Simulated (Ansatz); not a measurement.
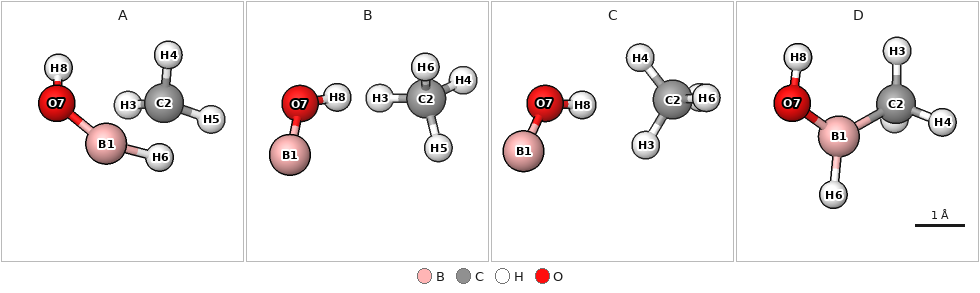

4 geometries from a converged minimum-energy path of CH₅BO, shuffled. Style: ball-and-stick. Shown at a tilt.

The calculation used RKS PBE0-D4/def2-SVP (Ansatz 0.2.0). Run with 5 movable images; climbing image; force threshold 0.05 eV/Å; iteration limit 60; starting path through a guess of the saddle point.

> Which of them lies highest in energy?

A. In order along the path, whose images run from 0 to 6: D (image 0, 0.0 kJ/mol), A (image 2, +425.7 kJ/mol), C (image 4, +260.5 kJ/mol), B (image 6, +259.9 kJ/mol). Breaking: B1–C2 (1.57 → 2.09 at the top → 3.95 Å), B1–H6 (1.21 → 1.25 at the top → 3.72 Å). Forming: C2–H6 (2.43 → 1.51 at the top → 1.10 Å).

The run took 5.3 min on 1 thread of Arm Neoverse V2, on a shared host, peak memory 0.12 GiB.
